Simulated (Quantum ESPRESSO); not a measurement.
# Al(110): a series in the number of layers, part 3 of 8

What law, if any, do the results for Al(110) follow against the number of layers?

Quantum ESPRESSO 7.5; plane-wave DFT, PBE, GBRV ultrasoft pseudopotentials.

So far. Step 2 (Variable-cell relaxation of the reference):  The last row is no step: it is a fresh SCF in the final cell with a new plane-wave basis, +0 meV from the row before.

### 4. Relaxing the ions, 4 layers (continued)

Relaxation path:

```csv
step,energy less that of the first step (eV),largest force (eV/Å)
1,0.0000,0.1881
2,-0.0022,0.1789
3,-0.0043,0.1689
4,-0.0073,0.1538
5,-0.0111,0.1310
6,-0.0153,0.0961
7,-0.0186,0.0415
8,-0.0190,0.0261
9,-0.0191,0.0239
```

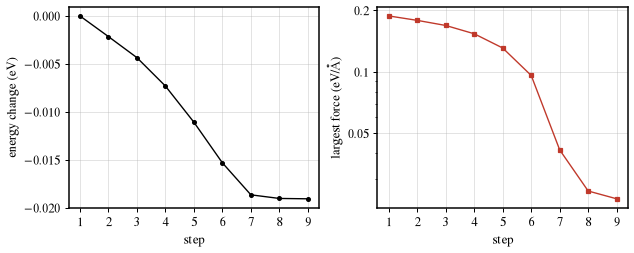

Energy and largest force along the relaxation.

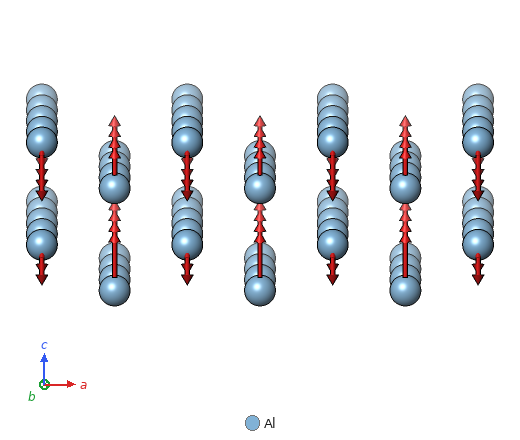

Displacements in the relaxation, exaggerated; the longest in the cell stands for 0.07 Å. 3×4×1 cells are drawn. Some periodic images of atoms are drawn too.

The atoms that moved most (Å):

```csv
atom,dx,dy,dz,length
Al1,0.000,0.000,0.071,0.071
Al4,0.000,0.000,-0.071,0.071
Al2,0.000,0.000,-0.043,0.043
Al3,0.000,0.000,0.043,0.043
```

The relaxation lowers the energy by 5 meV an atom.

Read from the output:

| Quantity | Value |
| --- | --- |
| free energy | -363.7256 eV |
| Fermi energy | -0.6865 eV |

### 5. SCF with pw.x, 4 layers

A run under open boundaries on these atoms gives the vacuum levels.

m0.esm.in reads:

```
&control
  prefix = 'm0.esm'
  outdir = './out'
  pseudo_dir = './pseudo'
  calculation = 'scf'
  tprnfor = .true.
/
&system
  ibrav = 0
  nat = 4
  ntyp = 1
  ecutwfc = 40
  ecutrho = 200
  occupations = 'smearing'
  smearing = 'mv'
  degauss = 0.02
  assume_isolated = 'esm'
  esm_bc = 'bc1'
/
&electrons
  conv_thr = 1e-08
  mixing_beta = 0.25
  electron_maxstep = 160
  mixing_mode = 'local-TF'
  mixing_ndim = 12
/
ATOMIC_SPECIES
  Al  26.9815  al_pbe_v1.uspp.F.UPF
CELL_PARAMETERS angstrom
  4.03954959800000 0.00000000000000 0.00000000000000
  0.00000000000000 2.85639291368519 0.00000000000000
  0.00000000000000 0.00000000000000 20.24330383176236
ATOMIC_POSITIONS crystal
  Al  0.500000000000 0.500000000000 -0.102339185600
  Al  0.000000000000 0.000000000000 -0.037401059700
  Al  0.500000000000 0.500000000000 0.037401059700
  Al  0.000000000000 0.000000000000 0.102339185600
K_POINTS automatic
  8 12 1 0 0 0
```

Command:

```
$ OMP_NUM_THREADS=1 mpirun -n 4 pw.x -nk 4 -in m0.esm.in > m0.esm.out
```

What it wrote:

```text
[banner, memory and clock lines left out]
Program PWSCF v.7.5 starts
[citation notice left out]

[...]
Message from routine setup:
[...]
bravais-lattice index     =            0
     lattice parameter (alat)  =       7.6336  a.u.
     unit-cell volume          =    1576.2637 (a.u.)^3
     number of atoms/cell      =            4
     number of atomic types    =            1
     number of electrons       =        12.00
     number of Kohn-Sham states=           10
     kinetic-energy cutoff     =      40.0000  Ry
     charge density cutoff     =     200.0000  Ry
     scf convergence threshold =      1.0E-08
     mixing beta               =       0.2500
     number of iterations used =           12  local-TF  mixing
     Exchange-correlation= SLA  PW   PBE  PBE
                           (   1   4   3   4   0   0   0)

     Effective Screening Medium Method
     Boundary Conditions: Vacuum-Slab-Vacuum
     total charge in unit cell        =   0.0000
     grid points for fit at edges     =        4

[...]
PseudoPot. # 1 for Al read from file:
     ./pseudo/al_pbe_v1.uspp.F.UPF
     Pseudo is Ultrasoft + core correction, Zval =  3.0
     Generated by new atomic code, or converted to UPF format
     Using radial grid of  893 points,  3 beta functions with:
                l(1) =   0
                l(2) =   1
                l(3) =   2
     Q(r) pseudized with  8 coefficients,  rinner =    0.900   0.900   0.900
                                                       0.900   0.900

     atomic species   valence    mass     pseudopotential
     Al                3.00    26.98150     Al( 1.00)

      8 Sym. Ops., with inversion, found ( 4 have fractional translation)

[...]
number of k points=    35  Marzari-Vanderbilt smearing, width (Ry)=  0.0200
[...]
Dense  grid:    75175 G-vectors     FFT dimensions: (  36,  30, 180)

     Smooth grid:    53877 G-vectors     FFT dimensions: (  32,  24, 160)

     Initial potential from superposition of free atoms

     starting charge      11.9901, renormalised to      12.0000

     negative rho (up, down):  1.810E-04 0.000E+00
     Starting wfcs are   16 randomized atomic wfcs

     per-process dynamical memory:    52.4 Mb

     Self-consistent Calculation

     iteration #  1     ecut=    40.00 Ry     beta= 0.25
     Davidson diagonalization with overlap
     ethr =  1.00E-02,  avg # of iterations =  4.5

     Threshold (ethr) on eigenvalues was too large:
     Diagonalizing with lowered threshold

     Davidson diagonalization with overlap
     ethr =  7.76E-04,  avg # of iterations =  6.7

     negative rho (up, down):  1.291E-05 0.000E+00

     total energy              =     -26.76107319 Ry
     estimated scf accuracy    <       0.21310880 Ry

     iteration #  2     ecut=    40.00 Ry     beta= 0.25
[...]
negative rho (up, down):  3.572E-03 0.000E+00

[...]
total energy              =     -26.69995482 Ry
     estimated scf accuracy    <       0.16721463 Ry

     iteration #  3     ecut=    40.00 Ry     beta= 0.25
[...]
total energy              =     -26.72481526 Ry
     estimated scf accuracy    <       0.01304659 Ry

     iteration #  4     ecut=    40.00 Ry     beta= 0.25
[...]
negative rho (up, down):  2.551E-06 0.000E+00

[...]
total energy              =     -26.73240325 Ry
     estimated scf accuracy    <       0.01064395 Ry

     iteration #  5     ecut=    40.00 Ry     beta= 0.25
[...]
negative rho (up, down):  1.470E-04 0.000E+00

[...]
total energy              =     -26.73034461 Ry
     estimated scf accuracy    <       0.00723650 Ry

     iteration #  6     ecut=    40.00 Ry     beta= 0.25
[...]
c_bands:  1 eigenvalues not converged
     c_bands:  2 eigenvalues not converged
     c_bands:  1 eigenvalues not converged
[...]
negative rho (up, down):  1.730E-04 0.000E+00

[...]
total energy              =     -26.72959341 Ry
     estimated scf accuracy    <       0.01340937 Ry

[...]
iteration # 40     ecut=    40.00 Ry     beta= 0.25
[...]
negative rho (up, down):  1.950E-04 0.000E+00

[...]
total energy              =     -26.73333910 Ry
     estimated scf accuracy    <       0.00000246 Ry

     iteration # 41     ecut=    40.00 Ry     beta= 0.25
[...]
negative rho (up, down):  1.991E-04 0.000E+00

[...]
total energy              =     -26.73334125 Ry
     estimated scf accuracy    <       0.00000003 Ry

     iteration # 42     ecut=    40.00 Ry     beta= 0.25
[...]
negative rho (up, down):  2.017E-04 0.000E+00

[...]
total energy              =     -26.73334144 Ry
     estimated scf accuracy    <       0.00000002 Ry

     iteration # 43     ecut=    40.00 Ry     beta= 0.25
[...]
negative rho (up, down):  2.100E-04 0.000E+00

[...]
End of self-consistent calculation

          k = 0.0000 0.0000 0.0000 (  6817 PWs)   bands (ev):

   -14.4279 -11.9982  -8.5514  -6.2786  -5.4533  -4.6977  -4.0143  -2.7469
    -1.7742  -0.3247

          k = 0.0000 0.1179 0.0000 (  6791 PWs)   bands (ev):

   -14.3023 -11.8738  -8.4292  -6.1621  -5.3392  -4.5788  -3.8987  -2.6286
    -1.6781  -0.3710

[...]
the Fermi energy is    -4.1525 ev

!    total energy              =     -26.73334203 Ry
     estimated scf accuracy    <          2.9E-09 Ry
     smearing contrib. (-TS)   =      -0.00075730 Ry
     internal energy E=F+TS    =     -26.73258473 Ry

     The total energy is F=E-TS. E is the sum of the following terms:
     one-electron contribution =     170.93879510 Ry
     hartree contribution      =     -84.77939703 Ry
     xc contribution           =     -16.88697846 Ry
     ewald contribution        =     -96.00500434 Ry

     convergence has been achieved in  43 iterations

     negative rho (up, down):  2.100E-04 0.000E+00

     Forces acting on atoms (cartesian axes, Ry/au):

     atom    1 type  1   force =     0.00000000    0.00000000    0.00047935
     atom    2 type  1   force =     0.00000000    0.00000000    0.00093131
     atom    3 type  1   force =     0.00000000    0.00000000   -0.00093131
     atom    4 type  1   force =     0.00000000    0.00000000   -0.00047935

     Total force =     0.001481     Total SCF correction =     0.000013

[...]
```

Elapsed: 58 s, on 4 MPI ranks of Arm Neoverse V1, shared host; peak memory 0.42 GiB; 3.8 min of CPU time.

This step gave:

| Item | Value |
| --- | --- |
| Fermi energy | -4.152 eV |
| vacuum line at the lower end of the cell, over the Fermi level | 4.152 eV |
| vacuum line at the upper end of the cell, over the Fermi level | 4.153 eV |

The potential energy, planar mean oscillates, so the rows of the table below give means over windows of 2 Å about each position, cut where the curve ends. Its maxima inside the range that stand out by 2 % of the span (Å: eV): -1.5: -6.38, 0.0: -4.35, 1.5: -6.38. Its minima: -2.0: -8.21, -0.8: -8.45, 0.8: -8.45, 2.0: -8.21.

Electrostatic potential energy of an electron; zero at the Fermi level. Potential energy, planar mean against z; means over each step:

```
z (Å)  potential energy, planar mean (eV)
  -10                                4.15
   -8                                4.15
   -6                                4.15
   -4                                3.46
   -2                               -5.64
    0                               -6.82
    2                               -5.64
    4                                3.46
    6                                4.15
    8                                4.15
   10                                4.15
```

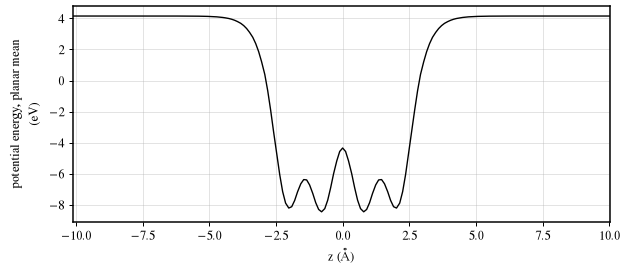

Potential energy, planar mean against z.

The vacuum levels are read from the outermost 0.7 Å of the cell on either side.

Inside the slab this potential holds the local part of the pseudopotentials, which can be repulsive at the nuclei; only its value in the vacuum has a meaning of its own.

[end of part 3 of 8]

[Logs are printed without paths, hosts, clocks, repeated set-up lines and the standing remarks that a program may print on its own settings, such as how far it seeks lower states.]

[Hosts, paths, dates, database ids (printed as entryN), source tags and the programs' standing remarks are cut or masked in the printed files.]

[Maps of the electrostatic potential energy from Ansatz leave out the sawtooth potential of an applied field or a dipole correction, so their vacuum need not be flat; planar profiles and work functions include it.]
